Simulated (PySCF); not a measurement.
# C12H13PSi: the cost of one run

Computed with PySCF 2.14.0, with density-fitted response routines of our own, on a single molecule in the gas phase. Atoms are numbered from 0 throughout.

### Step 1. The starting structure

27 atoms, charge 0, multiplicity 1; geometry from: GFN2-xTB.

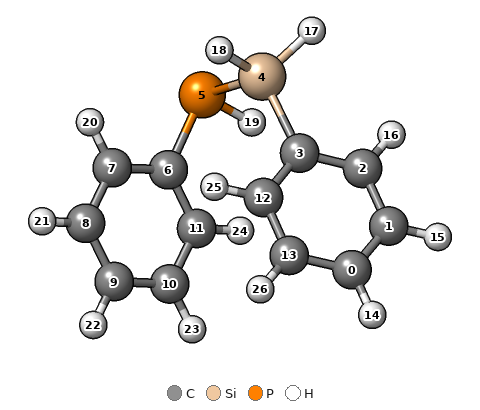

As it starts; carbon grey, silicon light orange, phosphorus orange, hydrogen white, atoms numbered.

### Step 2. Optimising the geometry at PBE0-D3(BJ)/def2-SVP

What the job is given:

```
{"job": {"xc": "PBE0", "basis": "def2-SVP", "d3": "d3bj", "grid": 1, "kind": "geom"}, "charge": 0, "multiplicity": 1}
C     -2.716660     1.990210     0.891520
C     -3.320950     1.127130    -0.007080
C     -2.756350    -0.108640    -0.265030
C     -1.588040    -0.512800     0.375400
Si    -0.756940    -2.158040    -0.044750
P      0.966500    -1.838540    -1.463870
C      1.583910    -0.317590    -0.675950
C      2.509260    -0.436830     0.357730
C      2.981450     0.687480     1.007460
C      2.542570     1.944850     0.625310
C      1.631400     2.070890    -0.409610
C      1.153180     0.947950    -1.058410
C     -0.996630     0.366110     1.279510
C     -1.551620     1.606580     1.533960
H     -3.153070     2.957890     1.091490
H     -4.232090     1.420330    -0.508720
H     -3.230850    -0.774700    -0.972300
H     -1.708710    -3.051160    -0.711830
H     -0.204230    -2.770350     1.167990
H      0.195150    -1.193460    -2.427870
H      2.851190    -1.420900     0.649930
H      3.695230     0.585610     1.812490
H      2.911860     2.824400     1.131880
H      1.287360     3.049560    -0.711300
H      0.438070     1.051980    -1.863630
H     -0.088470     0.075740     1.789170
H     -1.072720     2.277080     2.232720
```

Q: Estimate the wall time of this first job on 8 threads of Arm Neoverse V1, shared host.

About 5.3 min.
